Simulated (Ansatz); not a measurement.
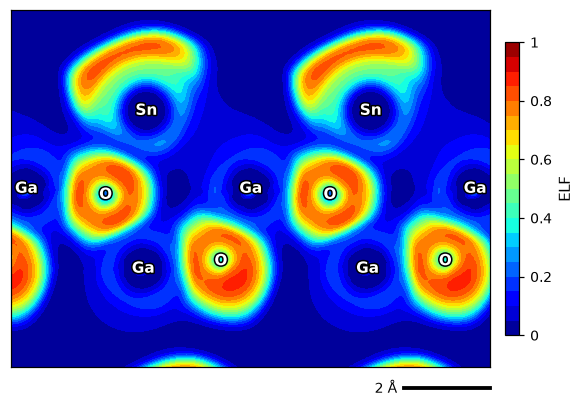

Ga$_{2}$SnO$_{4}$. Electron localisation function on the (011̄) plane of the conventional cell.

Space group P1; a generated structure, not necessarily the stable one; not relaxed (largest force 0.6 eV/Å); computed pressure about −5 GPa in this cell.

All numbers below come from Ansatz 0.2.0, DFT HSE06, scalar-relativistic, plane waves, PAW.

```
Ga Sn O
1.0
    -2.15713   -4.77369    0.00917
    -5.25186   -0.00391   -0.02653
    -2.18069   -1.58458   -4.54781
Ga Sn O
2 1 4
Cartesian
  -6.4999 -4.2955 -4.0851
  -4.1038 -2.6208 -2.9716
  -6.7480 -4.7015 -0.7083
  -5.0689 -4.1859 -2.9486
  -3.9506 -1.9383 -1.2331
  -7.1579 -6.0385 -4.0044
  -7.6781 -2.8488 -3.7634
```

> Read the bonding off the picture.

The section cuts through Ga, Sn and O sites.
Ga–O (1.83 Å): the ELF peaks at about 0.80 in the valence shell of O, 0.6 Å from its nucleus, and is about 0.40 at the midpoint.
Sn–O (2.18 Å): the ELF peaks at about 0.85 in the valence shell of O, 0.6 Å from its nucleus, and is about 0.20 at the midpoint (no localised pair shows between them).
Ga–O (1.86 Å): the ELF peaks at about 0.85 in the valence shell of O, 0.6 Å from its nucleus, and is about 0.40 at the midpoint.
Ga–O (1.93 Å): the ELF peaks at about 0.80 in the valence shell of O, 0.6 Å from its nucleus, and is about 0.35 at the midpoint.
The ELF also peaks beside O and Sn, away from the bonds: lone-pair regions.
